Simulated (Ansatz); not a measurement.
# GeH₃ (SMILES [GeH3]) (doublet): what the fields show

Input

```
crystal:
  periodic: [false, false, false]
  atoms:
    - { symbol: Ge, position_ang: [0.30784, -0.18023, -0.35438] }
    - { symbol: H, position_ang: [0.96674, 0.12484, 1.00477] }
    - { symbol: H, position_ang: [-0.87201, -1.09091, 0.03737] }
    - { symbol: H, position_ang: [-0.40257, 1.14629, -0.68776] }
magnetization:
  spin_polarized: true
  initial_magnetization: 1
basis:
  gaussian: { orbitals: def2-SVP }
hamiltonian:
  xc: pbe0
  dispersion: d4
relax:
  f_tol: 0.015
  max_steps: 40
output:
  orbitals: {}
```

Run with:

```sh
ansatz run input.yaml --threads 1 --pin off --max-ram 2048MiB --backend cpu --events-out ev --progress --plain --runs-dir out
```

The fields are those of the relaxed geometry.

Method: UKS PBE0-D4/def2-SVP (Ansatz).

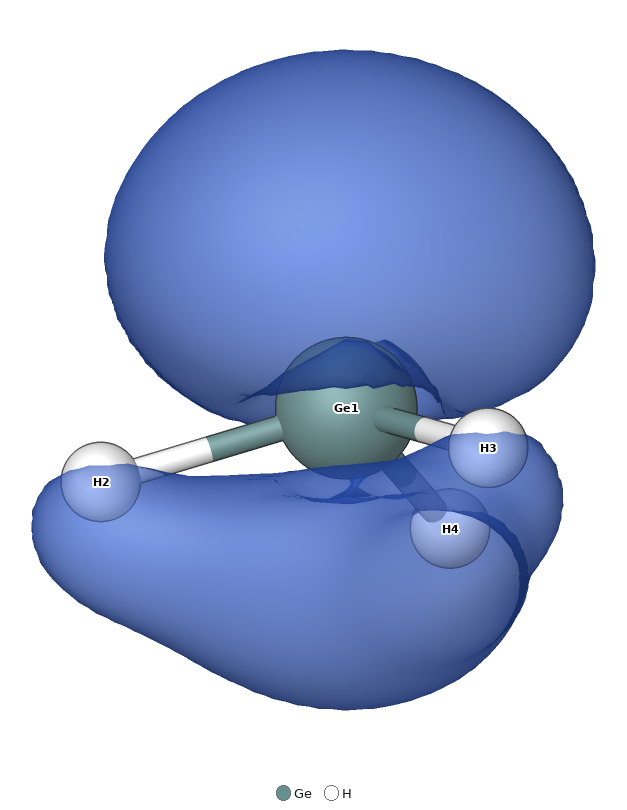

Figure 1. Isosurfaces of the spin density at +0.015 (blue) and −0.015 e/Å³ (red), seen from one side.

Which atoms carry the spin?

Answer. The unpaired spin (1 electron) lies mostly on Ge1 (about 0.9), in electrons by Hirshfeld's partition.

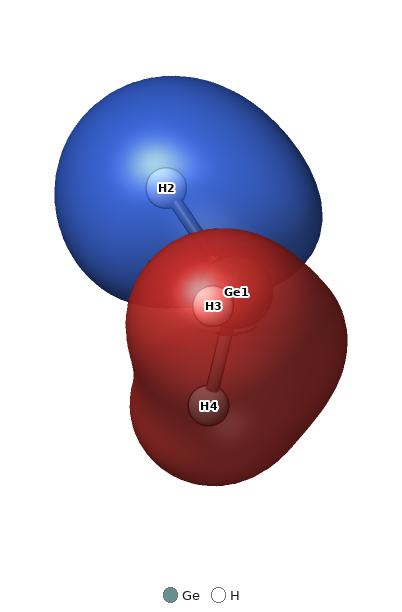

Figure 2. The HOMO (β) at ±0.08 Å⁻³ᐟ² (blue and red are the two phases), seen at an oblique angle.

Where does this orbital lie, and at what energy?

Answer. By Hirshfeld shares it lies mainly on Ge1 (about 45 %), H2 (about 35 %), H3 (about 10 %) and H4 (about 10 %). It is one of a degenerate set, so its orientation is arbitrary. Its energy is −9.61 eV.

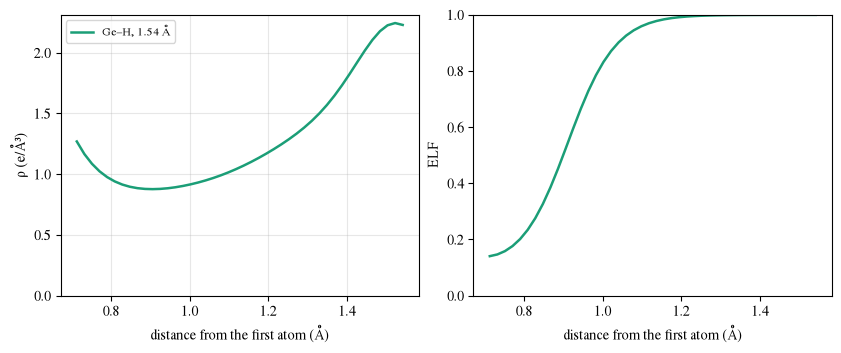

Figure 3. Electron density and electron localisation function along straight lines between neighbouring atoms. The curves leave out the atomic cores.

What can be read from the curves?

Answer. Ge–H (1.54 Å): ρ is about 1 e/Å³ halfway; the ELF climbs to about 1 towards the hydrogen.
